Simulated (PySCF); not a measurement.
```xyz
18

C    -1.1915    2.4299    0.0924
O    -1.1945    1.0810   -0.2975
Si   -0.2539   -0.1245    0.2427
O    -0.4157   -1.3783   -0.7584
C    -1.5788   -2.0916   -1.0736
C     1.5896    0.3844    0.0973
C     2.5677   -0.5214   -0.5907
O     1.9198    1.4566    0.5616
H    -0.1734    2.7796    0.2667
H    -1.6481    3.0089   -0.7105
H    -1.7721    2.5561    1.0083
H    -0.5823   -0.4455    1.6348
H    -1.9327   -2.6438   -0.2009
H    -1.3348   -2.7928   -1.8719
H    -2.3672   -1.4163   -1.4067
H     2.1886   -0.7538   -1.5826
H     2.6162   -1.4546   -0.0341
H     3.5543   -0.0676   -0.6533
```

Geometry: GFN2-xTB.

The calculation used PBE0/pcSseg-1, SCF density, gas phase, non-relativistic in PySCF.

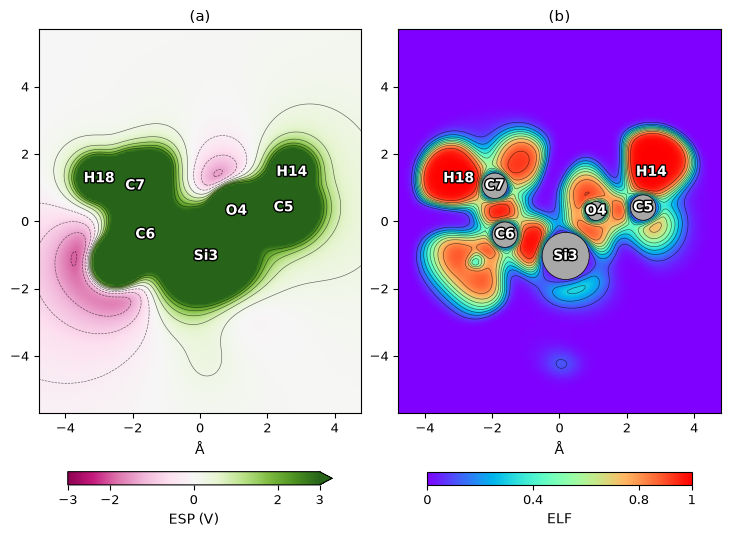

C₄H₁₀O₃Si (SMILES CO[SiH](OC)C(C)=O). (a) molecular electrostatic potential; (b) electron localisation function on the plane of atoms Si3, O4 and C5. Grey discs cover the atomic cores in the ELF map.

Q: Read the bonding off the picture.

A:
- Atoms in the plane: Si, O, C and H.
- C–C (1.50 Å): the ELF peaks at about 0.95 between the atoms; a shared electron pair.
- Si–O (1.61 Å): the ELF peaks at about 0.85 between the atoms: a short, strongly polar bond.
- C–Si (1.92 Å): the ELF peaks at about 1 between the atoms, as expected for a covalent bond.
- C–H (1.09 Å): the ELF climbs to about 1 towards the hydrogen, as it does in any bond to H: a covalent bond by its length.
- C–O (1.40 Å): the ELF peaks at about 0.90 between the atoms (a shared but strongly polarised pair).
- The ELF also peaks beside O8 and O4, away from the bonds: lone-pair regions.
- Outside the dense part of the molecule the potential is most negative (−1.9 V) near O8, which lies off the plane.
